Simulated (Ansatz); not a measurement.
**FGeH3···PH3: density, localisation and related maps**

Input

```
crystal:
  periodic: [false, false, false]
  atoms:
    - { symbol: Ge, position_ang: [0.236666, -0.025204, -0.083176] }
    - { symbol: H, position_ang: [0.329456, 0.031532, 1.456284] }
    - { symbol: F, position_ang: [1.86818, 0.058291, -0.716689] }
    - { symbol: H, position_ang: [-0.51153, 1.193567, -0.636657] }
    - { symbol: H, position_ang: [-0.350944, -1.360723, -0.555306] }
    - { symbol: P, position_ang: [-2.90031, 0.216002, 1.405215] }
    - { symbol: H, position_ang: [-2.844094, -0.701232, 0.317141] }
    - { symbol: H, position_ang: [-3.287395, -0.795547, 2.329806] }
    - { symbol: H, position_ang: [-1.523229, 0.071214, 1.729982] }
basis:
  gaussian: { orbitals: def2-mTZVP }
hamiltonian:
  xc: pbe0
  dispersion: d4
relax:
  f_tol: 0.03
  max_steps: 50
output:
  orbitals: {}
```

Launched as:

```sh
ansatz run input.yaml --threads 2 --pin off --max-ram 3072MiB --backend cpu --events-out ev --progress --plain --runs-dir out
```

The fields are those of the run's last geometry, not of the input's.

The calculation used RKS PBE0-D4/def2-mTZVP in Ansatz 0.2.0.

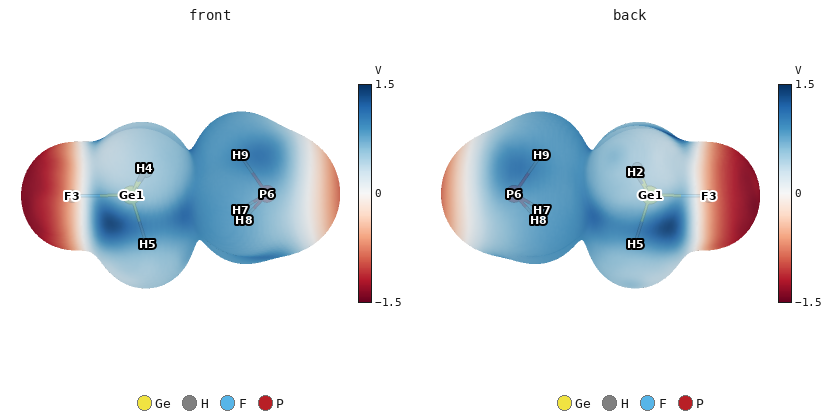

Figure 1. The electrostatic potential painted on the density surface at 0.002 e/bohr³, seen from the front and from behind; the colour scale runs from red (negative) to blue (positive).

Q: Where is the surface potential most negative and most positive?

A: The most negative region (about −1.4 V) lies over F3, the most positive (about +1.3 V) over Ge1.

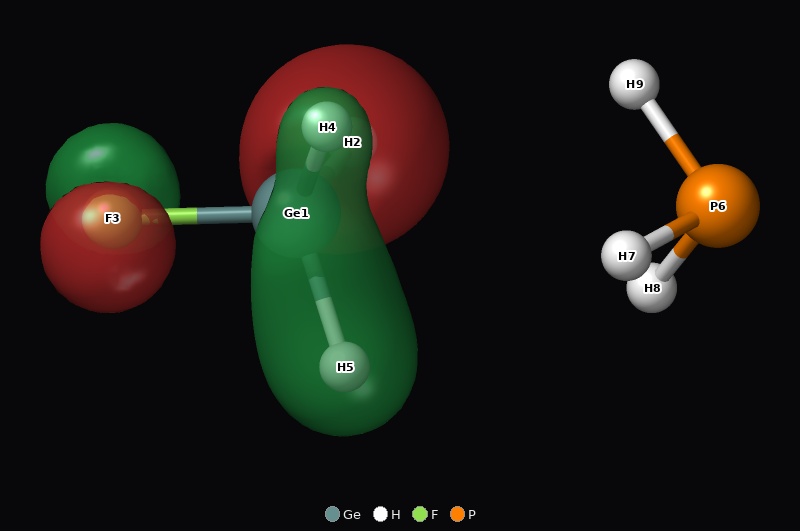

Figure 2. The HOMO−1 at ±0.15 Å⁻³ᐟ² (green and red are the two phases), seen across its widest extent.

Q: Where does this orbital lie, and at what energy?

A: By Hirshfeld shares it lies mainly on Ge1 (about 30 %), F3 (about 25 %), H2 (about 25 %) and H5 (about 10 %). It is one of a degenerate set, so its orientation is arbitrary. Its energy is −9.74 eV.

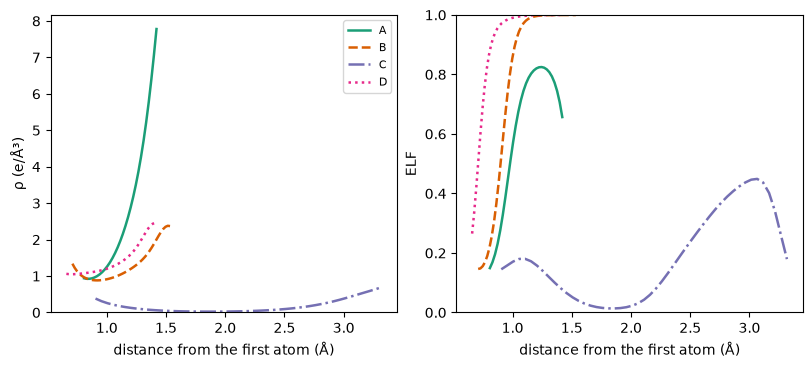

Figure 3. Total electron density and electron localisation function along straight lines between neighbouring atoms. The curves leave out the atomic cores.

Q: Which curve belongs to which contact (Ge–F, Ge–H, Ge–P and P–H)? The first atom named is at distance zero.

A: Curve A: Ge–F (1.75 Å): the density is about 0.94 e/Å³ at the midpoint; the ELF peaks at about 0.80 in the valence shell of F, 0.5 Å from its nucleus, and is about 0.25 at the midpoint. Curve B: Ge–H (1.53 Å): ρ is about 1.1 e/Å³ halfway; the ELF climbs to about 1 towards the hydrogen. Curve C: Ge1···P6 (4.02 Å): the density falls to about 0.02 e/Å³ on the way; the ELF dips to about 0 between them: a weak contact between the two molecules. Curve D: P–H (1.42 Å): the density is about 1 e/Å³ at the midpoint; the ELF climbs to about 1 towards the hydrogen.
